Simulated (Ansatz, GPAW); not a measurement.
# Work function of a 2-layer slab of Fe(100) at several levels, part 2 of 3

Aim: the work function of both faces of a 2-layer slab of Fe(100), and its spread over functionals and bases.

GPAW 26.7.0 and Ansatz 0.2.0; GPAW, PAW setups; slab in vacuum (the session's first sound run).

So far, upper work function (eV): step 2 (relaxing the atoms, PBE, GPAW) 4.00; step 3 (plane waves, PBE) 4.00; step 4 (self-consistent run: xc = "vdW-DF2", GPAW, PAW setups, GPAW) 4.51; step 5 (OptPBE vdW: xc = "optPBE-vdW", GPAW, PAW setups, GPAW) 4.25.

### Step 7. Self-consistent run: xc = "RPBE"

The same geometry under RPBE, to see how far the functional moves the levels against the vacuum.

File run.py:

```python
import json
import numpy as np
from ase import Atoms
from gpaw import GPAW, PW

slab = Atoms(
    ['Fe', 'Fe'],
    positions=[
        [1.43500, 1.43500, 8.00000],
        [0.00000, 0.00000, 9.30211]],
    cell=[[2.87, 0.0, 0.0], [0.0, 2.87, 0.0], [0.0, 0.0, 17.435]],
    pbc=[True, True, False],
    magmoms=[2.5, 2.5])

slab.calc = GPAW(mode=PW(400), xc='RPBE', kpts={'size': (11, 11, 1), 'gamma': True},
                 occupations={'name': 'fermi-dirac', 'width': 0.1}, nbands='140%',
                 convergence={'density': 1e-05}, maxiter=200,
                 poissonsolver={'dipolelayer': 'xy'},
                 symmetry={'tolerance': 1e-3}, txt='slab.txt')
result = {}
energy = slab.get_potential_energy()
fermi = slab.calc.get_fermi_level()
v = slab.calc.get_electrostatic_potential().mean((0, 1)) - fermi
n = slab.calc.get_pseudo_density().mean((0, 1))
L = slab.cell[2, 2]
z = np.arange(len(v)) * L / len(v)
low, high = slab.positions[:, 2].min(), slab.positions[:, 2].max()
below, above = np.interp([low - 5.8, high + 5.8], z, v)
slopes = [np.interp(x, z, np.gradient(v, z)) for x in (low - 5.8, high + 5.8)]
eps = np.array([[slab.calc.get_eigenvalues(k, s) for k in range(len(slab.calc.get_ibz_k_points()))]
                for s in range(slab.calc.get_number_of_spins())]) - fermi
top, bottom = eps[eps < 0].max(), eps[eps > 0].min()
dipole = slab.get_dipole_moment()[2]
print(f'energy {energy:.4f} eV, Fermi level {fermi:.4f} eV, dipole {dipole:.5f} e A')
print(f'potential 5.8 A off the faces, from the Fermi level: lower {below:.4f} eV, upper {above:.4f} eV')
print(f'slope of the potential there: lower {slopes[0]:.5f}, upper {slopes[1]:.5f} eV/A')
print(f'nearest levels on the mesh: {top:.4f} and {bottom:.4f} eV')
print('magnetic moment', round(slab.get_magnetic_moment(), 3))
result.update(energy=energy, fermi=fermi, dipole=dipole, below=below, above=above, slopes=slopes, edges=[top, bottom],
              z=z.tolist(), v=v.tolist(), n=n.tolist(), positions=slab.positions.tolist(),
              forces=slab.get_forces(apply_constraint=False).tolist(), moments=slab.get_magnetic_moments().tolist())
json.dump(result, open('result.json', 'w'))
```

On the command line:

```sh
$ OMP_NUM_THREADS=1 OPENBLAS_NUM_THREADS=2 python run.py
```

The program printed:

```text
energy -14.7036 eV, Fermi level -1.3893 eV, dipole -0.00016 e A
potential 5.8 A off the faces, from the Fermi level: lower 3.8186 eV, upper 3.8190 eV
slope of the potential there: lower -0.00009, upper 0.00021 eV/A
nearest levels on the mesh: -0.0029 and 0.0405 eV
magnetic moment 5.926
```

Elapsed: 67 s, on 2 threads of Arm Neoverse N1, shared host; peak memory 0.19 GiB.

Numbers from this step:

```
dipole along the normal                    : -1.56e-4 e·Å
levels nearest the Fermi level on the mesh : -0.002850, 0.04051 eV from the Fermi level
upper work function                        : 3.819 eV
lower work function                        : 3.819 eV
site moments                               : 2.820, 2.820 μB
sum of the site moments                    : 5.640 μB
```

The upper face's work function is 3.819 eV, against 3.998 eV in the first plane-wave PBE run at this geometry.

### Step 8. Real-space grid: mode = "fd"

A real-space grid is a second complete basis, so it checks the plane-wave result.

Changes to run.py since step 7:

```diff
@@ -3,3 +3,3 @@
 from ase import Atoms
-from gpaw import GPAW, PW
+from gpaw import GPAW
 
@@ -14,3 +14,3 @@
 
-slab.calc = GPAW(mode=PW(400), xc='RPBE', kpts={'size': (11, 11, 1), 'gamma': True},
+slab.calc = GPAW(mode='fd', h=0.18, xc='PBE', kpts={'size': (11, 11, 1), 'gamma': True},
                  occupations={'name': 'fermi-dirac', 'width': 0.1}, nbands='140%',
```

The program printed:

```text
energy -15.6948 eV, Fermi level -3.9938 eV, dipole -0.00000 e A
potential 5.8 A off the faces, from the Fermi level: lower 3.9938 eV, upper 3.9938 eV
slope of the potential there: lower -0.00008, upper 0.00009 eV/A
nearest levels on the mesh: -0.0065 and 0.0096 eV
magnetic moment 5.889
```

Run time: 6.3 min. Hardware: 2 threads; peak memory 0.48 GiB.

Numbers from this step:

```
dipole along the normal                    : -3.26e-6 e·Å
levels nearest the Fermi level on the mesh : -0.006481, 0.009607 eV from the Fermi level
upper work function                        : 3.994 eV
lower work function                        : 3.994 eV
site moments                               : 2.800, 2.800 μB
sum of the site moments                    : 5.601 μB
```

Table of electrostatic potential energy of an electron (without an applied field's), less the Fermi level, planar mean by z:

| z (Å) | electrostatic potential energy of an electron (without an applied field's), less the Fermi level, planar mean (eV) |
| --- | --- |
| 0 | 3.99 |
| 2 | 3.99 |
| 4 | 3.99 |
| 6 | 3.71 |
| 8 | -14.6 |
| 10 | -1.95 |
| 12 | 3.94 |
| 14 | 3.99 |
| 16 | 3.99 |

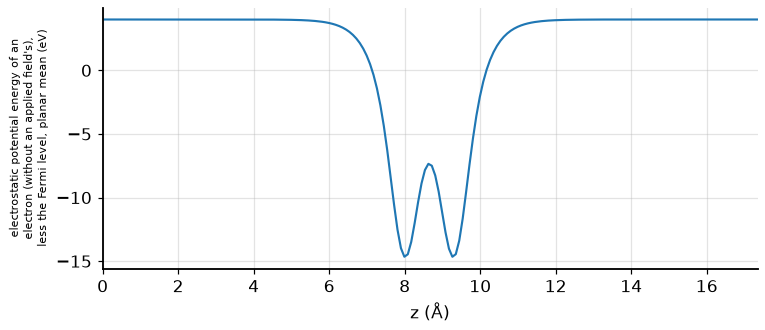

Electrostatic potential energy of an electron (without an applied field's), less the Fermi level, planar mean, plotted against z.

The upper face's work function is 3.994 eV, against 3.998 eV in the first plane-wave PBE run at this geometry.

### Step 9. Atomic orbitals: mode = "lcao"

Atom-centred orbitals end a few angstrom from the surface, which tests how much the density's tail matters.

Changes to run.py since step 8:

```diff
@@ -14,4 +14,4 @@
 
-slab.calc = GPAW(mode='fd', h=0.18, xc='PBE', kpts={'size': (11, 11, 1), 'gamma': True},
-                 occupations={'name': 'fermi-dirac', 'width': 0.1}, nbands='140%',
+slab.calc = GPAW(mode='lcao', basis='dzp', h=0.18, xc='PBE', kpts={'size': (11, 11, 1), 'gamma': True},
+                 occupations={'name': 'fermi-dirac', 'width': 0.1}, nbands='120%',
                  convergence={'density': 1e-05}, maxiter=200,
```

The program printed:

```text
energy -13.7887 eV, Fermi level -3.3628 eV, dipole -0.00000 e A
potential 5.8 A off the faces, from the Fermi level: lower 3.3627 eV, upper 3.3628 eV
slope of the potential there: lower 0.00000, upper 0.00000 eV/A
nearest levels on the mesh: -0.0277 and 0.0254 eV
magnetic moment 5.988
```

Elapsed: 2.8 min, on 2 threads; peak memory 0.23 GiB.

This step gave:

| Property | Result |
| --- | --- |
| dipole along the normal | -3.86e-6 e·Å |
| levels nearest the Fermi level on the mesh | -0.02773, 0.02538 eV from the Fermi level |
| upper work function | 3.363 eV |
| lower work function | 3.363 eV |
| site moments | 2.791, 2.791 μB |
| sum of the site moments | 5.582 μB |

The upper face's work function is 3.363 eV, against 3.998 eV in the first plane-wave PBE run at this geometry.

### Step 10. The ladder

Times are for 2 threads of Arm Neoverse N1, shared host. The series side by side:

| no. | run | upper work function (eV) | time | memory (GiB) |
| --- | --- | --- | --- | --- |
| 1 | pw | 3.998 | 67 s | 0.19 |
| 2 | vdW DF2 | 4.509 | 6.4 min | 0.29 |
| 3 | optPBE vdW | 4.249 | 82 s | 0.28 |
| 4 | RPBE | 3.819 | 67 s | 0.19 |
| 5 | fd | 3.994 | 6.3 min | 0.48 |
| 6 | lcao | 3.363 | 2.8 min | 0.23 |

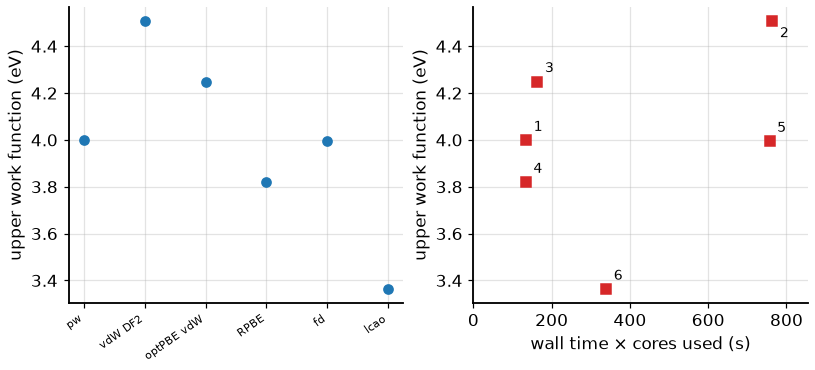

The series as plots; the last panel sets the first result against cost, with the runs numbered as in the table.

[end of part 2 of 3]

[Logs are printed without paths, hosts, clocks, repeated set-up lines and the standing remarks that a program may print on its own settings, such as how far it seeks lower states.]

[Hosts, paths, dates, database ids (printed as entryN), source tags and the programs' standing remarks are cut or masked in the printed files.]
